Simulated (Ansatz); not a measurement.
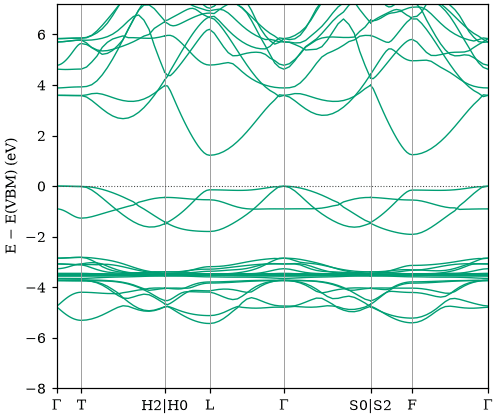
Band structure from plane-wave PAW r²SCAN (Ansatz code)

Q: Read off the gap and where the band edges lie.

A: About 1.2 eV (1.22 eV by a search for the band edges); maximum at Γ, minimum at L.

The material is Lu2CCl2 in space group R-3m (No. 166; Lu on 6c, C on 3b, Cl on 6c).

The workflow started from a Materials Project entry (that database holds measured and hypothetical structures alike); the Crystallography Open Database copy checked does not list it. Whether it is the stable phase at ambient conditions was not checked. Symmetry was held in the r²SCAN relaxation; whether a distortion lowers the energy is not shown. A crystal of weakly bound layers computed without a dispersion correction: the cell and the soft elastic constants depend strongly on that. Scalar-relativistic: spin–orbit coupling is off unless named, which matters more the heavier the elements.

Potentials: the later of the program's two PAW sets.
